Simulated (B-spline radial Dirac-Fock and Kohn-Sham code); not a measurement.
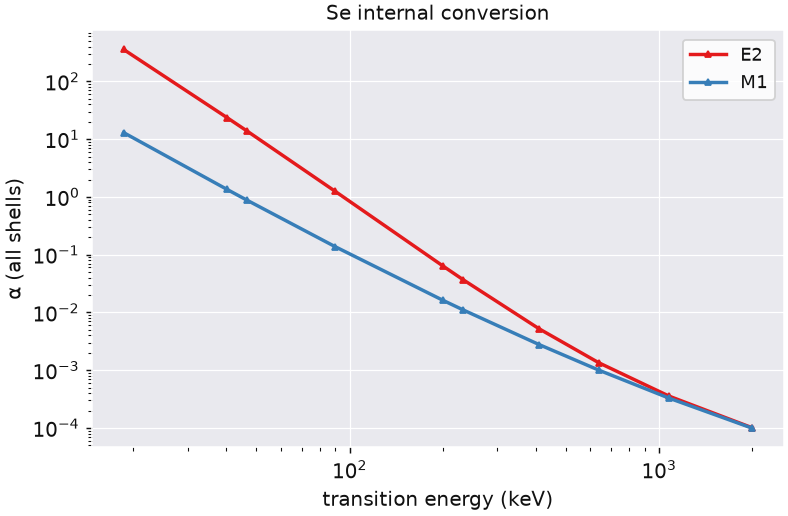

**Figure.** Total internal conversion coefficients against transition energy, at the marked points and joined by straight lines (also across edges). The total sums all shells and leaves out internal pair formation. The figure is for selenium (Z = 34). Method: a Dirac–Hartree–Slater potential of the neutral atom, no hole, surface-current nucleus (computed with a radial B-spline solver).

E2 goes from 357 at 18.6 keV to 1.01 × 10⁻⁴ at 2000 keV; M1 goes from 13.0 at 18.6 keV to 9.92 × 10⁻⁵ at 2000 keV.
